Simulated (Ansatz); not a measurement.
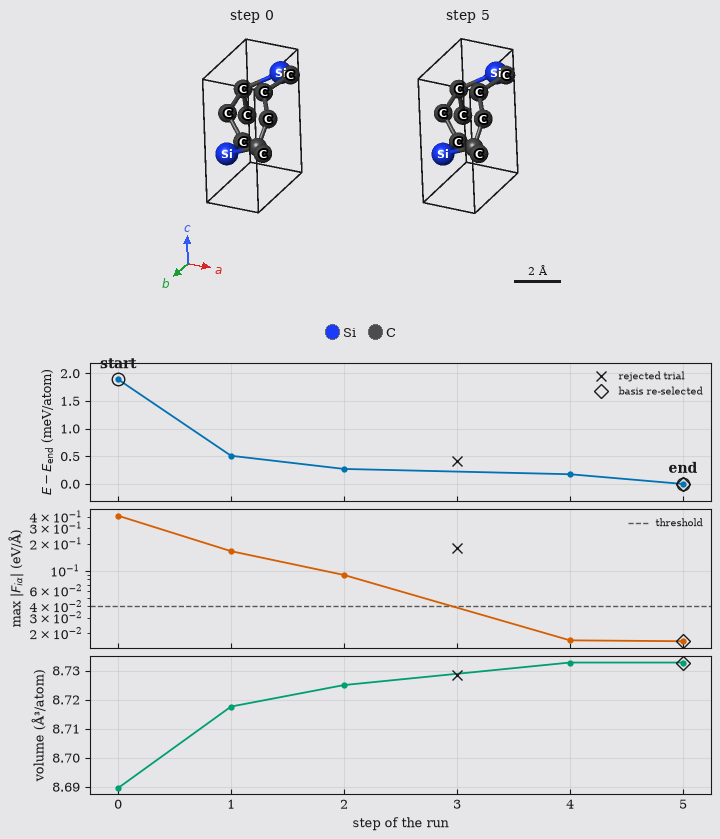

First and last geometry of a relaxation of a crystal of SiC4 (a generated structure, set up in P1) (coarse preliminary run), with the history of the run. A ball-and-stick model of the cell of the calculation, seen from a free direction.

Theory: Ansatz 0.2.0, DFT PBE, scalar-relativistic, plane waves, PAW.

Input file:
```yaml
crystal:
  lattice:
    - [3.4306636426, 0.0, 0.0]
    - [1.5776359185, 4.1317400139, 0.0]
    - [1.4818048023, -0.0968115805, 6.130403252]
  atoms:
    - { symbol: Si, position: [0.9442186278, 0.3277115612, 0.9139988147] }
    - { symbol: Si, position: [0.1516278667, 0.6909392127, 0.3060037658] }
    - { symbol: C, position: [0.5334657549, 0.7661375457, 0.4622657435] }
    - { symbol: C, position: [0.6041500412, 0.7939092381, 0.9051396065] }
    - { symbol: C, position: [0.4750940699, 0.1126470022, 0.4270155701] }
    - { symbol: C, position: [0.8487242054, 0.0047257472, 0.7807832151] }
    - { symbol: C, position: [0.3718715422, 0.2482923599, 0.2340947187] }
    - { symbol: C, position: [0.4605189634, 0.1739484831, 0.6628365874] }
    - { symbol: C, position: [0.2679121457, 0.0197961045, 0.0993178073] }
    - { symbol: C, position: [0.3424167829, 0.8618927455, 0.708544171] }
basis:
  ecutwfc: 420
kpoints:
  mp_grid: { grid: [6, 4, 4] }
hamiltonian:
  xc: pbe
scf:
  occupations: { method: gaussian, width: 0.1 }
  lower_state_search: "off"
output:
  forces: true
  stress: true
  eigenvalues: true
relax:
  adjacent_minimum: "off"
  f_tol: 0.04
  max_steps: 70
  cell: { stress_tol: 0.4 }
```

Run as
```bash
ansatz run input.yaml --threads 1 --pin off --max-ram 2560MiB --backend cpu --events-out ev --progress --plain --runs-dir out
```

Q: What do the curves and the structures tell?

A: It converged. C5 moves most relative to the cell: 0.028 Å in a general direction near [−3 1 0]. Largest moves by element: C 0.028 Å, Si 0.011 Å. The drawn cell changes as follows: a 3.431 → 3.439 Å (+0.2 %), b 4.423 → 4.428 Å (+0.1 %), c 6.308 → 6.318 Å (+0.2 %), β 76.4° → 77.1°, γ 69.1° → 68.6°; the volume changes by +0.5 %. Near-neighbour distances that change, for instance: Si2–C3 2.035 → 2.065 Å, C5–C7 1.384 → 1.374 Å, C4–C9 1.585 → 1.595 Å, Si1–C4 1.978 → 1.969 Å. The space group stays P1 (No. 1). The energy falls by 1.9 meV per atom in 3 accepted moves (5 points after the start). The largest force component goes from 0.41 to 0.016 eV/Å. Pressure: 0.47 GPa at the start and 0.04 GPa at the end. The line search rejected the trial step at point 3 of the run. At 1 point the geometry stayed and the basis and grid were re-selected for the new cell (energy shift of 0.2 meV per atom at most each time).
